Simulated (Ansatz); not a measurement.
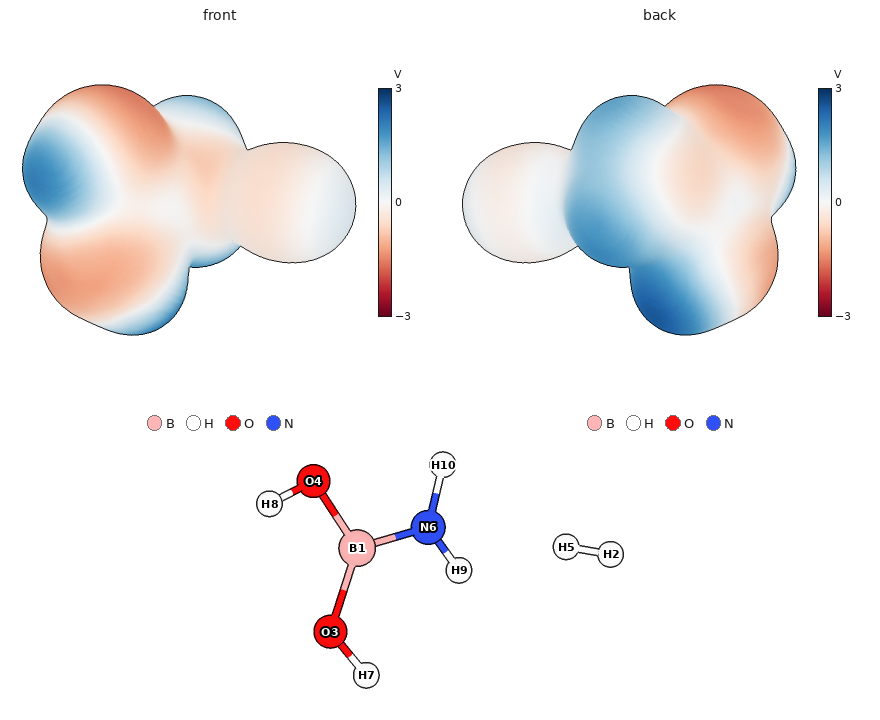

The picture shows: BH4NO2···H2. The molecular electrostatic potential painted on the density surface at 0.002 e/bohr³, seen from the front and from behind; red is negative and blue positive. The bare structure is drawn below in the same view.

Computed with RKS PBE/def2-SVP (Ansatz 0.2.0).

Input file:

```
crystal:
  periodic: [false, false, false]
  atoms:
    - { symbol: B, position_ang: [0.284966, -0.198263, -0.426234] }
    - { symbol: H, position_ang: [0.372101, 1.106968, 1.658956] }
    - { symbol: O, position_ang: [0.5258, 0.971209, -1.118974] }
    - { symbol: O, position_ang: [1.345106, -1.000283, -0.072419] }
    - { symbol: H, position_ang: [-0.212653, 0.715356, 1.605791] }
    - { symbol: "N", position_ang: [-1.073103, -0.675571, -0.046884] }
    - { symbol: H, position_ang: [-0.279343, 1.477145, -1.313626] }
    - { symbol: H, position_ang: [2.182605, -0.59779, -0.356578] }
    - { symbol: H, position_ang: [-1.937469, -0.191952, -0.279437] }
    - { symbol: H, position_ang: [-1.207909, -1.606717, 0.349406] }
basis:
  gaussian: { orbitals: def2-SVP }
hamiltonian:
  xc: pbe
relax:
  f_tol: 0.03
  max_steps: 50
output:
  orbitals: {}
```

Run with:

```sh
ansatz run input.yaml --threads 2 --pin off --max-ram 3072MiB --backend cpu --events-out ev --progress --plain --runs-dir out
```

The fields are those of the relaxed geometry.

**Describe the electrostatic potential map.**

The most negative region (about −1.5 V) lies over O4, the most positive (about +2.4 V) over H7. O4 is the likeliest acceptor of a hydrogen bond.
